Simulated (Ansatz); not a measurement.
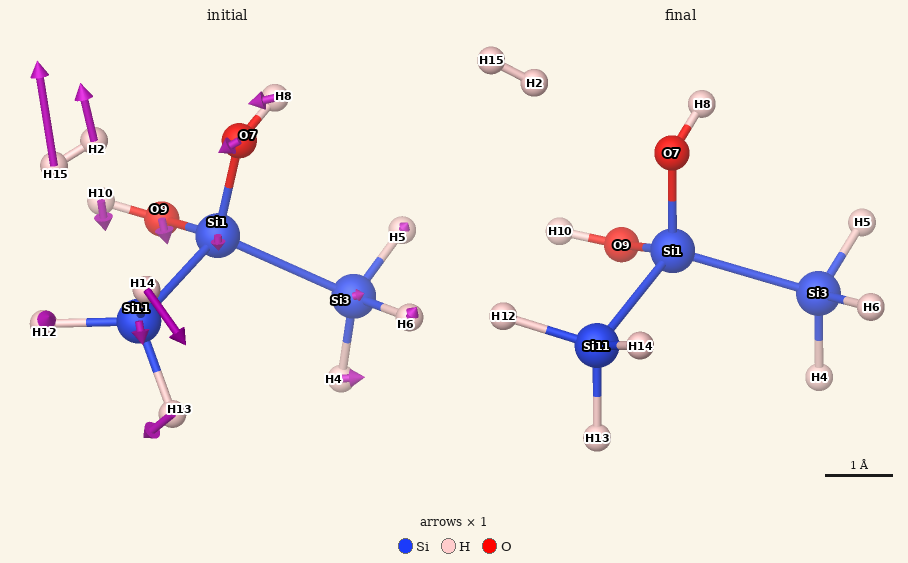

The structure of Si3H10O2 before (left) and after (right) a relaxation, at one scale. The purple arrows give the displacements, at their true length.

A ball-and-stick model, seen at a tilt.

The run prepares an end point of a later path (reaction) calculation, from a guessed geometry.

Theory: RKS BHLYP/def2-SVP in Ansatz 0.2.0.

The input:
```yaml
crystal:
  periodic: [false, false, false]
  atoms:
    - { symbol: Si, position_ang: [0.576179, -0.521198, -0.134746] }
    - { symbol: H, position_ang: [-1.118341, -0.598062, 1.924639] }
    - { symbol: Si, position_ang: [2.214858, 0.148587, -1.67987] }
    - { symbol: H, position_ang: [2.705379, -0.986212, -2.498451] }
    - { symbol: H, position_ang: [1.652362, 1.186359, -2.582352] }
    - { symbol: H, position_ang: [3.36845, 0.744994, -0.959372] }
    - { symbol: O, position_ang: [0.036208, 0.842559, 0.664431] }
    - { symbol: H, position_ang: [-0.261928, 1.574699, 0.129661] }
    - { symbol: O, position_ang: [-0.612367, -1.209872, -1.075604] }
    - { symbol: H, position_ang: [-1.329494, -1.651042, -0.624694] }
    - { symbol: Si, position_ang: [1.285025, -1.963294, 1.455096] }
    - { symbol: H, position_ang: [0.310518, -3.067589, 1.643336] }
    - { symbol: H, position_ang: [2.566987, -2.581312, 1.022841] }
    - { symbol: H, position_ang: [1.512497, -1.288704, 2.754248] }
    - { symbol: H, position_ang: [-1.187132, -1.263614, 2.175337] }
basis:
  gaussian: { orbitals: def2-SVP }
hamiltonian:
  xc: { name: BHLYP }
relax:
  f_tol: 0.03
  max_steps: 50
```

Command:
```bash
ansatz run input.yaml --threads 4 --pin off --max-ram 5120MiB --backend cpu --events-out ev --progress --plain --runs-dir out
```

Q: What changed between the two?

A: The atom that moves furthest after the best rigid fit is H15 (1.64 Å). By element the largest moves are H 1.64 Å, O 0.43 Å, Si 0.38 Å. Some distances before and after: Si1–Si11 2.260 → 2.349 Å, H2–H15 0.715 → 0.756 Å, Si1–O7 1.670 → 1.666 Å, Si1–O9 1.665 → 1.661 Å. Bond angles that change, for instance: Si3–Si1–O7 107.9° → 110.8°, O7–Si1–Si11 106.6° → 103.8°. Groups turn about Si1–Si11 by about 40°. After 17 accepted moves (19 points after the start) the energy has fallen by 0.256 eV. The largest force component goes from 1.5 to 0.024 eV/Å. The line search rejected the trial steps at points 6, 9 of the run. The forces were under the threshold at step 16, but the run went on from there.

Limits of the set-up: the start holds two separate molecules, 2.2 Å apart at their closest, whose relative position is a soft coordinate and is computed without a dispersion correction.
